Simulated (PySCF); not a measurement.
Cl₃Ga (trichlorogallium)

```xyz
4

Cl   -0.7407    1.9783   -0.0147
Ga    0.0089   -0.0036   -0.0133
Cl    2.1019   -0.3420    0.0312
Cl   -1.3559   -1.6250   -0.0525
```

Geometry: PBE0-D3(BJ)/def2-SVP.

These are results of PySCF 2.14.0, density-fitted response routines, DFT single point, gas phase, functional wB97X, not measurements.

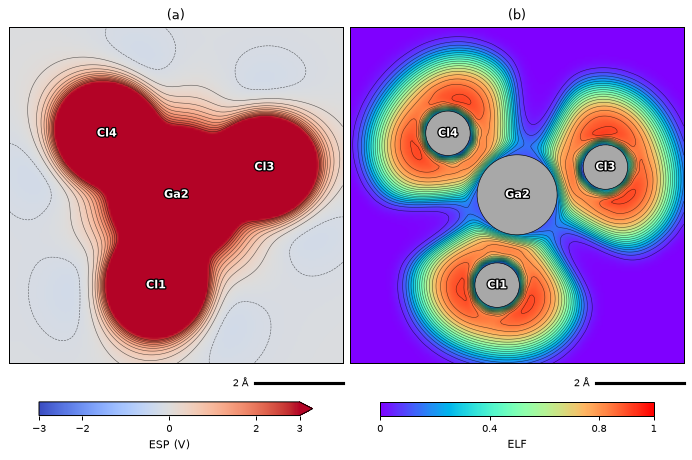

Figure 1. (a) molecular electrostatic potential; (b) ELF on the molecular plane. Grey discs cover the atomic cores in the ELF map.

Q: Interpret the plot.

A: Atoms in the plane: Cl and Ga. Ga–Cl (2.12 Å): the ELF peaks at about 0.80 in the valence shell of Cl, 0.8 Å from its nucleus, and is about 0.60 at the midpoint. The ELF also peaks beside Cl1, Cl3 and Cl4, away from the bonds: lone-pair regions. The potential has no marked negative region in this plane.

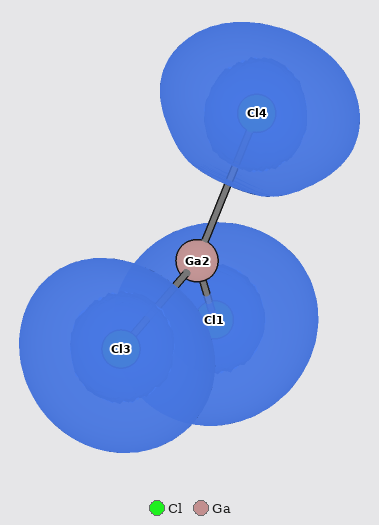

Figure 2. Isosurface of the ELF at 0.75 (blue), seen at an oblique angle. Only the valence region is drawn (cores and ρ < 0.01 e/Å³ removed).

Q: Where are the electrons localised?

A: The ELF exceeds this value in three regions wrapped around Cl (the valence shell of each).

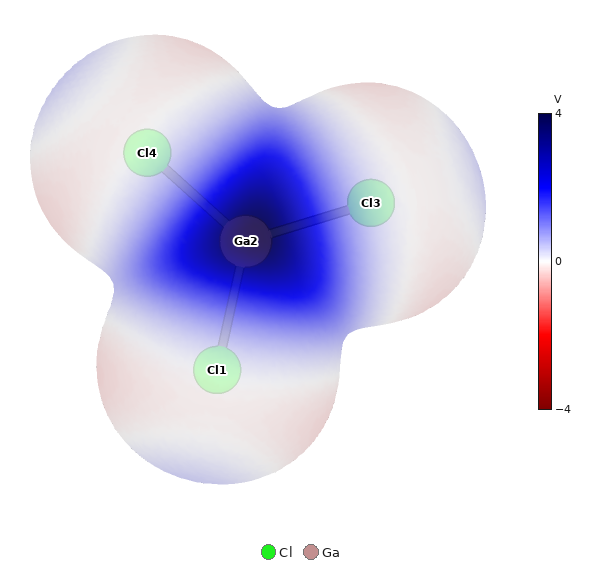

Figure 3. The molecular electrostatic potential painted on the density surface at 0.002 e/bohr³, seen at a tilt; the colour scale runs from red (negative) to blue (positive).

Q: Which sites attract a positive test charge, and which a negative one?

A: A positive charge is drawn to the negative regions and a negative charge to the positive ones. The most negative region (about −0.2 V) lies over Cl1, Cl3 and Cl4, the most positive (about +3.9 V) over Ga2.
